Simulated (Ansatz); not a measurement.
C8H14O6Si

```xyz
29

Si    0.0381    0.0467    0.3585
C    -0.0856   -0.1916    2.1943
C     0.8034   -1.3199    2.7403
H    -1.1608   -0.3809    2.4026
H     0.1697    0.7839    2.6589
H     0.6666   -1.4424    3.8337
H     0.5670   -2.2927    2.2624
H     1.8797   -1.1141    2.5646
O     1.6384    0.2113   -0.2341
C     2.4296    1.2145    0.2405
C     3.7711    1.2451   -0.4444
O     2.0600    1.9799    1.1117
H     4.4082    2.0254    0.0061
H     3.6273    1.4500   -1.5245
H     4.2595    0.2536   -0.3698
O    -0.7662    1.4129   -0.2737
C    -2.1279    1.3899   -0.3146
C    -2.6866    2.4978   -1.1616
O    -2.7739    0.5307    0.2598
H    -3.7813    2.5592   -1.0373
H    -2.4420    2.2675   -2.2190
H    -2.2027    3.4623   -0.9150
O    -0.4553   -1.4066   -0.3746
C    -0.9694   -1.5515   -1.6326
C    -1.3665   -2.9820   -1.8950
O    -1.0927   -0.6290   -2.4116
H    -1.6972   -3.0963   -2.9416
H    -2.1909   -3.2610   -1.2071
H    -0.5197   -3.6627   -1.6768
```

Geometry: PBE-D4/def2-SVP; not at a stationary point (largest force 1.4 eV/Å).

Method: RKS PBE0-D4/def2-TZVP in Ansatz 0.2.0.

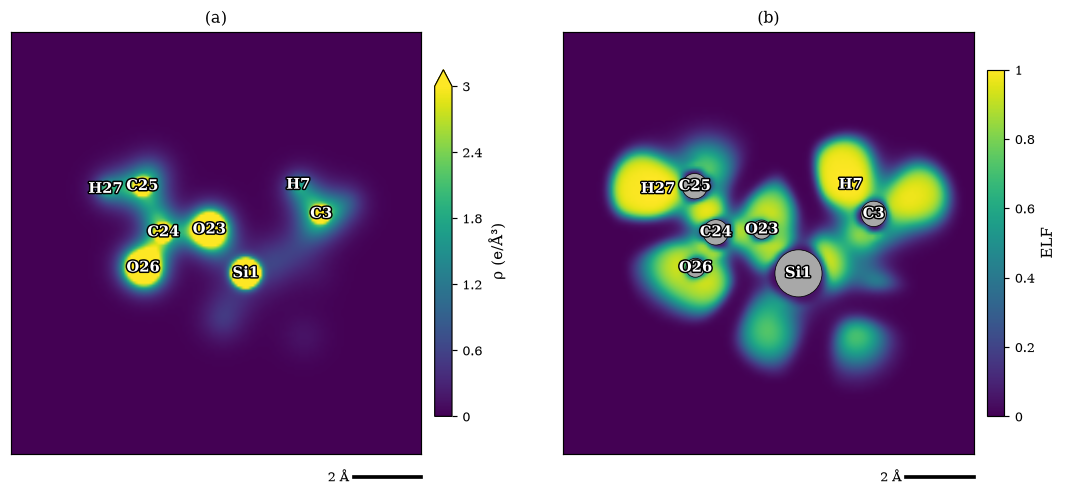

Figure 1. (a) total electron density; (b) ELF on the plane of atoms O23, C24 and C25. Grey discs cover the atomic cores in the ELF map.

> What does the map show?

Atoms in the plane: Si, C, H and O.
C–O (1.21 Å): ρ at the midpoint is about 3.4 e/Å³; the ELF peaks at about 0.85 between the atoms: a short, multiple covalent bond.
C–C (1.51 Å): ρ is about 1.8 e/Å³ halfway; the ELF peaks at about 0.95 between the atoms, as expected for a covalent bond.
Si–O (1.70 Å): ρ is about 1.1 e/Å³ halfway; the ELF peaks at about 0.90 between the atoms, as expected for a polar covalent bond.
C–H (1.11 Å): the density is about 1.9 e/Å³ at the midpoint; the ELF climbs to about 1 towards the hydrogen, as it does in any bond to H; a covalent bond by its length.
C–O (1.37 Å): the density is about 2.3 e/Å³ at the midpoint, with its minimum of 2 e/Å³ about 0.5 Å from C; the ELF peaks at about 0.90 between the atoms: a polar covalent bond.
The ELF also peaks beside O26 and O23, away from the bonds: lone-pair regions.

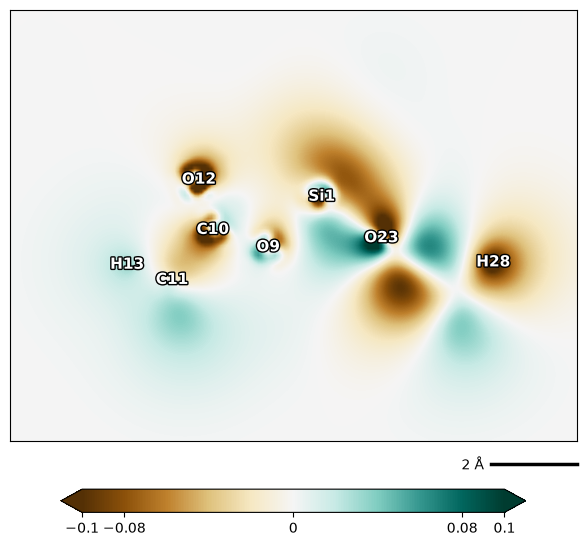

Figure 2. One frontier orbital on the plane of atoms Si1, O9 and C10 (values in Å⁻³ᐟ²; the overall sign is arbitrary).

> Which orbital is it: HOMO or LUMO?

The LUMO, at −0.24 eV. It lies mainly on C10 (about 30 %), O12 (about 20 %), C24 (about 10 %), O9 (about 5 %) and C11 (about 5 %).

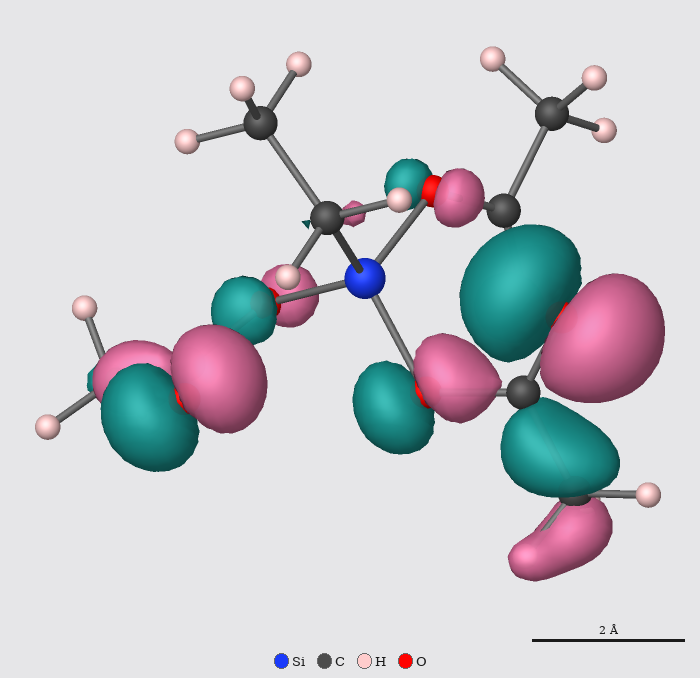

Figure 3. The HOMO−1 at ±0.1 Å⁻³ᐟ² (teal and pink are the two phases), seen across its widest extent.

> Describe this orbital and give its energy.

Its weight (Hirshfeld) is mainly on O19 (about 45 %), O12 (about 15 %), O16 (about 10 %) and C17 (about 5 %). Its energy is −8.10 eV.
